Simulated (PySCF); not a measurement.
C₅H₁₄GaN

```xyz
21

C    -1.4661    1.7275    0.5382
C    -1.6198    0.9347   -0.7518
C    -0.3813    0.1503   -1.1065
C    -0.4611   -1.1052   -1.9094
C    -0.1014   -1.1837   -0.4433
Ga    1.7321   -1.5986    0.1632
N     1.8799    0.0085    1.5934
H    -1.2543    1.0570    1.3881
H    -2.3741    2.2986    0.7855
H    -0.6365    2.4514    0.4643
H    -1.8788    1.6201   -1.5786
H    -2.4694    0.2362   -0.6574
H     0.4949    0.7842   -1.3106
H    -1.4564   -1.4442   -2.2159
H     0.3182   -1.2950   -2.6548
H    -0.9291   -1.5369    0.1875
H     2.8751   -1.1300   -0.8349
H     1.9982   -2.8261    1.1277
H     1.3090   -0.1739    2.4181
H     2.8332    0.1898    1.9064
H     1.5209    0.8574    1.1552
```

Geometry: PBE0-D3(BJ)/def2-SVP.

Computed with CAM-B3LYP/def2-SVPD, SCF density, gas phase in PySCF.

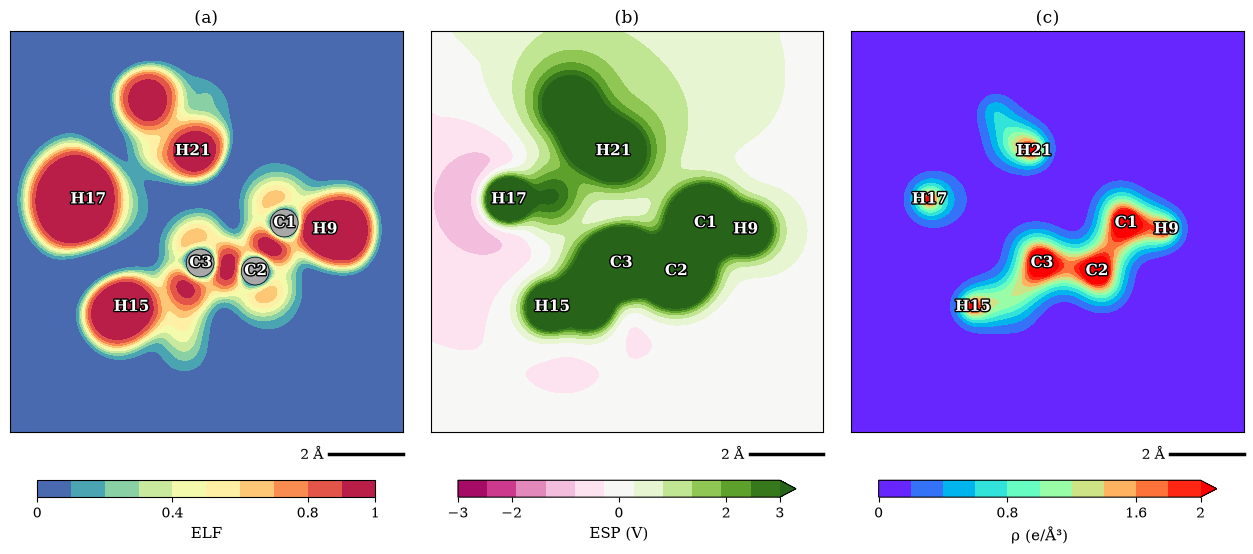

Figure 1. (a) electron localisation function; (b) molecular electrostatic potential; (c) electron density on the plane of atoms C2, C1 and H9. Grey discs cover the atomic cores in the ELF map.

Q: Interpret the plot.

A:
- The section cuts through C and H sites.
- C–C (1.52 Å): ρ is about 1.7 e/Å³ halfway; the ELF peaks at about 0.95 between the atoms; a shared electron pair.
- C–H (1.10 Å): ρ at the midpoint is about 1.9 e/Å³; the ELF climbs to about 1 towards the hydrogen, as it does in any bond to H: an ordinary covalent bond to hydrogen.
- Outside the dense part of the molecule the potential is most negative (−1.1 V) near H17.

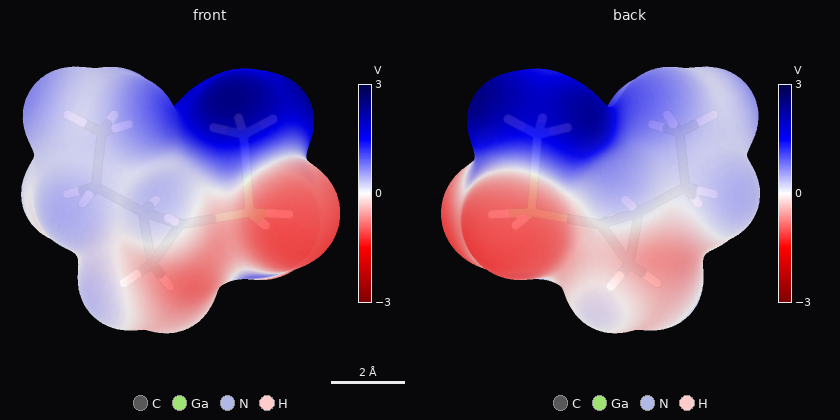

Figure 2. The molecular electrostatic potential painted on the density surface at 0.002 e/bohr³, seen from the front and from behind; the colour scale runs from red (negative) to blue (positive).

Q: Describe the electrostatic potential map.

A: The most negative region (about −1.1 V, or −25 kcal/mol for a unit charge) lies over H17 and H18, the most positive (about +2.5 V, or +58 kcal/mol for a unit charge) over H19 and H20.
